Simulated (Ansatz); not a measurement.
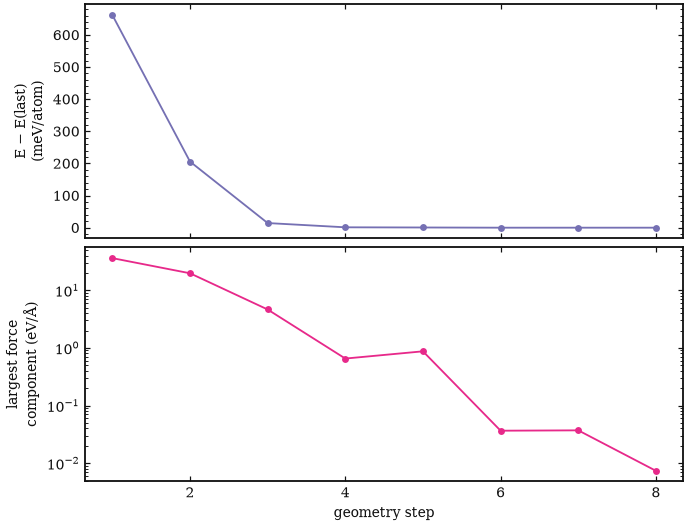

History of a geometry optimisation. Only the atoms move.

System: SrB₁₇N₁₈ (defect cell, 36 atoms in the cell, total charge −1).
Method: DFT, PBE, plane-wave PAW, default files, scalar-relativistic in Ansatz 0.2.0; cutoff 420 eV, 3×3×3 k-mesh, Fermi–Dirac smearing of 0.01 eV.

### How did the optimisation end?

The optimisation met its thresholds at geometry 8, counting the start as the first. The energy fell by about 660 meV/atom from the first step to the last. The largest force component goes from about 36 eV/Å at the start to 7 × 10⁻³ eV/Å at the end.

### By which step was nine tenths of the energy gained?

By step 3 of 8.
